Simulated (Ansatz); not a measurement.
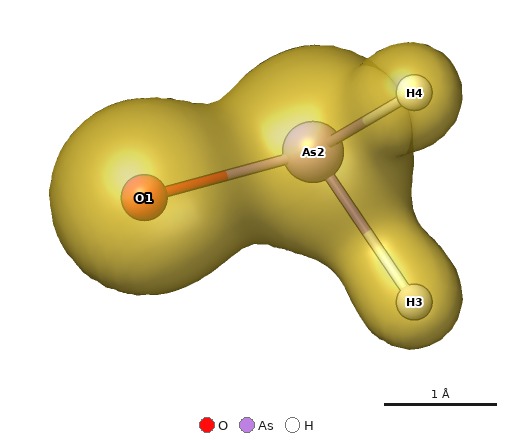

Figure. AsH2O (charge −1). Isosurface of the electron density at 0.5 e/Å³ (yellow), seen at a tilt.

The highest occupied orbital lies above zero, a sign that basis and functional describe the outermost electron poorly.

Theory: Ansatz 0.2.0, RKS PBE-D4/def2-TZVP.

```xyz
4

O     0.3689    0.4609    2.0411
As    0.3154   -0.1905    0.4635
H     1.7977   -0.8052    0.1823
H     0.7747    1.0132   -0.5338
```

Which contacts does the surface bridge?

Answer. At this value the surface is in one piece. It bridges the shortest As–O (1.71 Å) and As–H (1.63 Å) contacts, where the density stays above the isovalue. On the grid the lowest density along these lines, outside the cores, is 1.2 e/Å³ (As–O, 1.71 Å) and 0.81 e/Å³ (As–H, 1.63 Å).
